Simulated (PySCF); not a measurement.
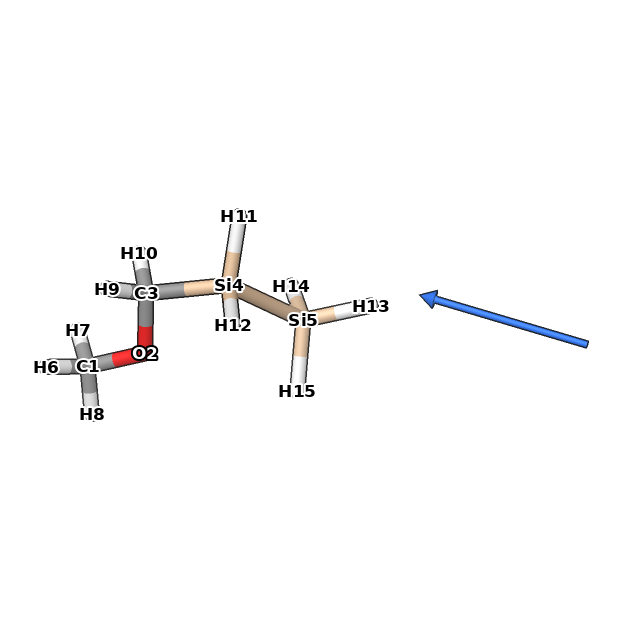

The arrow beside the molecule shows the direction of the dipole moment, from the negative to the positive end (its length means nothing). Computed geometry: PBE0-D3(BJ)/def2-SVP optimisation. No frequency run is at hand to confirm it as a minimum. Properties computed with PBE0/aug-cc-pVDZ, gas phase (PySCF 2.14.0).

Estimate the dipole moment.

1.67 D; it points from the side of H13 to the side of H6 (the outermost atoms at the two ends).
